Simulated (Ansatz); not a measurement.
# SiC (F-43m): all-electron equation of state

Where is the equilibrium volume of SiC (F-43m) with all electrons, and how stiff is it? A script is to give an all-electron equation of state; the system is SiC (F-43m).

All numbers are computed with Ansatz 0.2.0 through its Python package. Level of theory: DFT PBE, all-electron LAPW.

## Step 1: The structure

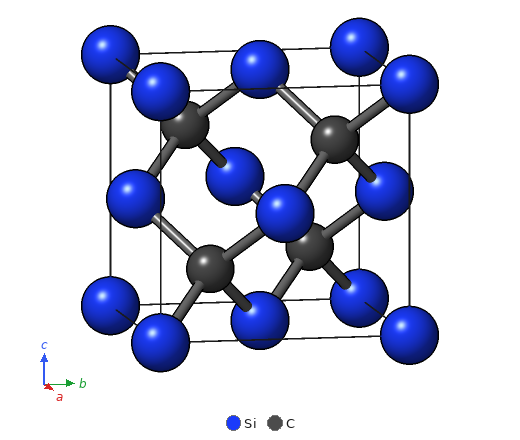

The structure that the script starts from, seen slightly off an axis (silicon blue, carbon dark grey). The cell is the conventional one. Atoms on cell faces are repeated.

No structure file is read: the coordinates are typed or built in the script.

## Step 2: The code

eos_lapw.py reads:

```python
# -*- coding: utf-8 -*-
'''E(V) of SiC on LAPW.'''

import warnings

import ansatz
from ase.eos import EquationOfState
from ase.units import GPa
import numpy as np

vectors0 = np.array([
    [0.0, 2.179, 2.179],
    [2.179, 0.0, 2.179],
    [2.179, 2.179, 0.0],
])
sites = [
    ('Si', [0.0, 0.0, 0.0]),
    ('C', [0.25, 0.25, 0.25]),
]


def on_lattice(cell):
    crystal = ansatz.Crystal(lattice=ansatz.Lattice.of(cell))
    for symbol, position in sites:
        crystal = crystal.atom(symbol, position)
    return crystal

warnings.simplefilter('ignore', ansatz.DeckWarning)

volumes, energies = [], []
for scale in np.linspace(0.94, 1.06, 7):
    cell = vectors0 * scale ** (1 / 3)
    calc = (
        on_lattice(cell).calculation()
        .functional('pbe')
        .occupations('Fixed')
        .kpoints(8, 8, 8)
        .pseudopotentials('all_electron', lapw=True)
    )
    report = calc.run(threads=1).report
    volumes.append(abs(np.linalg.det(cell)) / len(sites))
    energies.append(report['free_energy_ev'] / len(sites))
    print(f'{scale:.3f} {volumes[-1]:9.4f} A^3/atom {energies[-1]:16.5f} eV/atom  (estimated basis error {1000 * report["lapw_basis_errors"]["total_ev_per_atom"]:.2f} meV/atom)')
v0, e0, bulk = EquationOfState(volumes, energies, eos='birchmurnaghan').fit()
print(f'V0 = {v0:.4f} A^3/atom, B0 = {bulk / GPa:.1f} GPa')
```

## Step 3: The calls as engine input

The package turns the script's settings into the engine's input (first run):

```yaml
crystal:
  lattice:
    - [0.0, 2.1345181308912085, 2.1345181308912085]
    - [2.1345181308912085, 0.0, 2.1345181308912085]
    - [2.1345181308912085, 2.1345181308912085, 0.0]
  atoms:
    - { symbol: Si, position: [0.0, 0.0, 0.0] }
    - { symbol: C, position: [0.25, 0.25, 0.25] }
kpoints:
  mp_grid:
    grid: [8, 8, 8]
hamiltonian:
  xc: pbe
  pseudopotentials:
    kind: all_electron
    lapw: {}
scf:
  occupations:
    method: fixed
```

## Step 4: The run

Run with:

```sh
python eos_lapw.py
```

What it wrote:

```text
0.940    9.7252 A^3/atom      -4464.72552 eV/atom  (estimated basis error 0.13 meV/atom)
0.960    9.9321 A^3/atom      -4464.74623 eV/atom  (estimated basis error 0.13 meV/atom)
0.980   10.1391 A^3/atom      -4464.75988 eV/atom  (estimated basis error 0.13 meV/atom)
1.000   10.3460 A^3/atom      -4464.76712 eV/atom  (estimated basis error 0.13 meV/atom)
1.020   10.5529 A^3/atom      -4464.76855 eV/atom  (estimated basis error 0.14 meV/atom)
1.040   10.7598 A^3/atom      -4464.76469 eV/atom  (estimated basis error 0.14 meV/atom)
1.060   10.9667 A^3/atom      -4464.75605 eV/atom  (estimated basis error 0.13 meV/atom)
V0 = 10.5025 A^3/atom, B0 = 212.2 GPa
```

It took 44 s on 1 thread of Arm Neoverse V1, shared host; peak memory 0.33 GiB.

## Step 5: What changed from run to run

The engine's inputs for some of the other runs:

Run 2, against run 1:

```diff
@@ -3,3 +3,3 @@
-    - [0.0, 2.1345181308912085, 2.1345181308912085]
-    - [2.1345181308912085, 0.0, 2.1345181308912085]
-    - [2.1345181308912085, 2.1345181308912085, 0.0]
+    - [0.0, 2.1495504439864375, 2.1495504439864375]
+    - [2.1495504439864375, 0.0, 2.1495504439864375]
+    - [2.1495504439864375, 2.1495504439864375, 0.0]
```

Run 4, against run 1:

```diff
@@ -3,3 +3,3 @@
-    - [0.0, 2.1345181308912085, 2.1345181308912085]
-    - [2.1345181308912085, 0.0, 2.1345181308912085]
-    - [2.1345181308912085, 2.1345181308912085, 0.0]
+    - [0.0, 2.179, 2.179]
+    - [2.179, 0.0, 2.179]
+    - [2.179, 2.179, 0.0]
```

Run 7, against run 1:

```diff
@@ -3,3 +3,3 @@
-    - [0.0, 2.1345181308912085, 2.1345181308912085]
-    - [2.1345181308912085, 0.0, 2.1345181308912085]
-    - [2.1345181308912085, 2.1345181308912085, 0.0]
+    - [0.0, 2.2217363400580092, 2.2217363400580092]
+    - [2.2217363400580092, 0.0, 2.2217363400580092]
+    - [2.2217363400580092, 2.2217363400580092, 0.0]
```

## Step 6: What each run gave

One row for each of the 7 runs:

| run | volume (Å³/atom) | energy from run 5 (meV/atom) | gap on the mesh (eV) | SCF cycles | CPU time (s) |
| --- | --- | --- | --- | --- | --- |
| 1 | 9.725 | 43.02 | 1.30 | 7 | 6 |
| 2 | 9.932 | 22.31 | 1.32 | 7 | 6 |
| 3 | 10.139 | 8.66 | 1.34 | 7 | 6.1 |
| 4 | 10.346 | 1.42 | 1.36 | 7 | 6 |
| 5 | 10.553 | 0.00 | 1.38 | 7 | 6 |
| 6 | 10.760 | 3.86 | 1.39 | 7 | 6 |
| 7 | 10.967 | 12.50 | 1.41 | 7 | 6 |

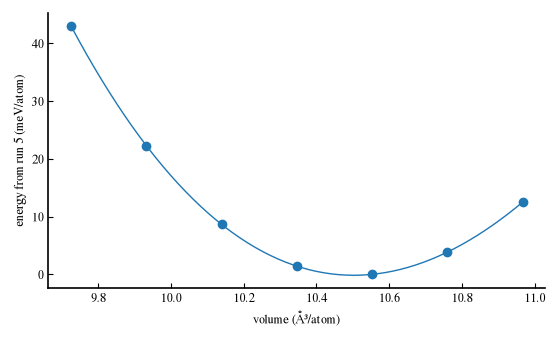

Energy against volume; the line is a third-order Birch-Murnaghan fit.

## Step 7: Results

| quantity | value |
| --- | --- |
| runs compared | 7 |
| range of energy | 43.02 meV/atom |
| lowest point, volume (Å³/atom) | 10.553 |
| equilibrium volume (fit) | 10.50 Å³/atom |
| bulk modulus (fit) | 212 GPa |

**Reading.** A third-order Birch-Murnaghan fit through the 7 points has its minimum at 10.50 Å³ an atom, 1.5 % above the typed cell, with a bulk modulus of 212 GPa and dB/dP = 3.9. From that minimum the energy rises by 43.2 meV an atom on the compressed side and 12.7 meV on the expanded side. All-electron totals depend on functional, relativistic treatment and basis; only differences at equal settings carry meaning.
